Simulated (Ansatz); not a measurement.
**SiH2O (SMILES O=[SiH2]) at wB97M-V/STO-3G**

What is the energy change on altering one bond length of SiH2O at wB97M-V/STO-3G? 

Program for the calculation: Ansatz 0.2.0.

61 further runs of the same task are left out: 9 that didn't finish, 52 set aside as unsound or not needed.

## 1. The system as given

The species is SiH2O (4 atoms), meant as a singlet with charge 0. As SMILES, `O=[SiH2]`. The coordinates come from a PBE0-D4/def2-TZVP relaxation.

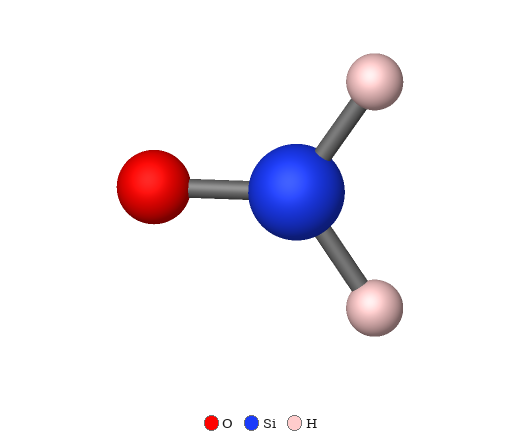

The structure, seen from a chosen angle (oxygen red, silicon blue, hydrogen pink).

## 2. A single-point energy at wB97M-V/STO-3G

Contents of run.yaml:

```yaml
crystal:
  periodic: [false, false, false]
  atoms:
    - {symbol: O, position_ang: [-0.283200, 0.413500, 1.469500]}
    - {symbol: Si, position_ang: [-0.006700, 0.009800, 0.034900]}
    - {symbol: H, position_ang: [0.439900, -1.346000, -0.376200]}
    - {symbol: H, position_ang: [-0.150000, 0.922700, -1.128300]}
basis:
  gaussian:
    orbitals: STO-3G
hamiltonian:
  xc: {name: wB97M-V}
accuracy: high
```

The run is started by

```console
$ ansatz run run.yaml --threads 1 --pin off --max-ram 2610MiB --events-out events.jsonl --progress --plain --runs-dir runs
```

Log:

```text
Warning: RAYON_NUM_THREADS=1 ignored (pool sized by the plan → 1); use --threads N
Functional definition: wB97M-V
  name "wB97M-V"
  parameter omega = 0.3/bohr
  parameter cx = 0.15
  parameter cx01 = 1.007
  parameter cx10 = 0.259
  parameter css00 = 0.443
  parameter css04 = -1.437
  parameter css10 = -4.535
  parameter css20 = -3.390
  parameter css43 = 4.278
  parameter cos00 = 1.000
  parameter cos10 = 1.358
  parameter cos20 = 2.924
  parameter cos21 = -8.812
  parameter cos60 = -1.390
  parameter cos61 = 9.142
  parameter b = 6.0
  parameter c = 0.01
  gx(w, u) = 1 - cx + cx01*u + cx10*w
  gss(w, u) = css00 + css04*u^4 + css10*w + css20*w^2 + css43*w^4*u^3
  gos(w, u) = cos00 + cos10*w + (cos20 + cos21*u)*w^2 + (cos60 + cos61*u)*w^6
  exchange = spin_sum(e_x_unif_sr(omega)*gx(b97_w, b97_u_x)) + cx*exact_x_sr(omega) + exact_x_lr(omega)
  correlation = spin_sum(e_c_pw_mod_same_spin*gss(b97_w, b97_u_same))
      + integral(e_c_pw_mod_opposite_spin*gos(b97_w_opposite, b97_u_opposite)) + vv10(b, c)
267 factors; integrals over basis functions are off by at most 2.6e-8 eV
119 factors; integrals over basis functions are off by at most 9.2e-10 eV
mean field evaluation 1: about -9829.3185 eV, gradient 3.7e1 eV
mean field evaluation 2: about -9815.4860 eV, gradient 8.8e1 eV
mean field evaluation 4: about -9835.6544 eV, gradient 1.9e0 eV
mean field evaluation 8: about -9835.6419 eV, gradient 3.2e-2 eV
mean field evaluation 16: about -9835.6419 eV, gradient 1.8e-6 eV
mean field -9835.64186812 eV, -361.4531718160 hartree, gradient 8.8e-9 eV, S^2 0.000000; 0 other end points of the search recorded, 0 dependent functions left out
reference -9835.64187014 eV, -361.4531718900 hartree; 12, 12 occupied and 4, 4 virtual orbitals, 267 factors
Total energy: -9835.64187014 eV, -361.4531718900 hartree
```

It took 12 s on 1 thread of Arm Neoverse V1, shared host; peak memory 0.23 GiB.

## 3. The distorted shape at the same level

Contents of molecule.yaml:

```yaml
crystal:
  periodic: [false, false, false]
  atoms:
    - {symbol: O, position_ang: [-0.352327, 0.514428, 1.828160]}
    - {symbol: Si, position_ang: [-0.006700, 0.009800, 0.034900]}
    - {symbol: H, position_ang: [0.439900, -1.346000, -0.376200]}
    - {symbol: H, position_ang: [-0.150000, 0.922700, -1.128300]}
basis:
  gaussian: {orbitals: STO-3G}
hamiltonian: {xc: {name: wB97M-V}}
accuracy: high
```

The run is started by

```console
$ ansatz run molecule.yaml --threads 1 --pin off --max-ram 2610MiB --events-out events.jsonl --progress --plain --runs-dir runs
```

Log (excerpt; [...] marks lines left out):

```text
Warning: RAYON_NUM_THREADS=1 ignored (pool sized by the plan → 1); use --threads N
[... 2 set-up lines as earlier in the session ...]
[...]
  gx(w, u) = 1 - cx + cx01*u + cx10*w
  gss(w, u) = css00 + css04*u^4 + css10*w + css20*w^2 + css43*w^4*u^3
  gos(w, u) = cos00 + cos10*w + (cos20 + cos21*u)*w^2 + (cos60 + cos61*u)*w^6
[...]
      + integral(e_c_pw_mod_opposite_spin*gos(b97_w_opposite, b97_u_opposite)) + vv10(b, c)
267 factors; integrals over basis functions are off by at most 2.6e-8 eV
119 factors; integrals over basis functions are off by at most 9.6e-10 eV
[...]
mean field -9833.72757928 eV, -361.3828229987 hartree, gradient 5.6e-8 eV, S^2 0.000000; 0 other end points of the search recorded, 0 dependent functions left out
reference -9833.72758130 eV, -361.3828230727 hartree; 12, 12 occupied and 4, 4 virtual orbitals, 267 factors
Total energy: -9833.72758130 eV, -361.3828230727 hartree
```

It took 12 s on 1 thread of Arm Neoverse V1, shared host; peak memory 0.23 GiB.

## 4. What came out

At wB97M-V/STO-3G:

```
                                                          quantity          value
                                         first shape: total energy  -361.45317 Eh
                                     distorted shape: total energy  -361.38282 Eh
energy change with the O1–Si2 bond stretched from 1.516 to 1.895 Å       1.914 eV
```

With the O1–Si2 bond stretched from 1.516 to 1.895 Å the energy rises by 1.91 eV (185 kJ/mol). The first shape isn't relaxed at this level, so the change isn't measured from a minimum. The minimal basis adds a large error of its own.
